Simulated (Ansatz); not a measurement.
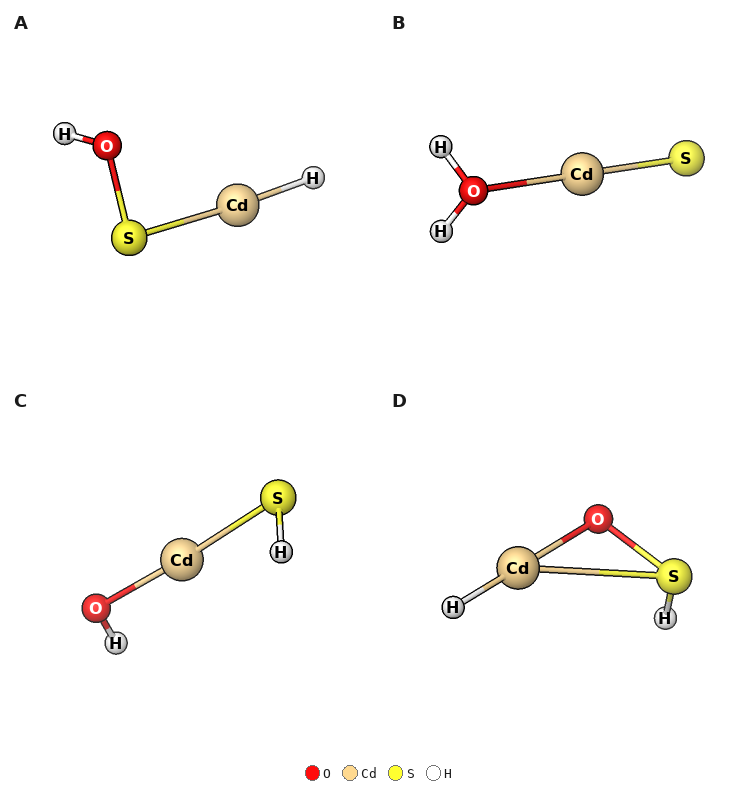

4 stationary structures of one formula. Geometries: PBE-D4/def2-SVP. Electronic energies: PBE-D4/def2-SVP (Ansatz 0.2.0), without zero-point energy. No frequency run is at hand to confirm each as a minimum.

Question: Rank them by energy, lowest first.

Answer: C is lowest; B lies 1.058 eV above it, A lies 1.458 eV above it (C1), D lies 1.947 eV above it (C1).
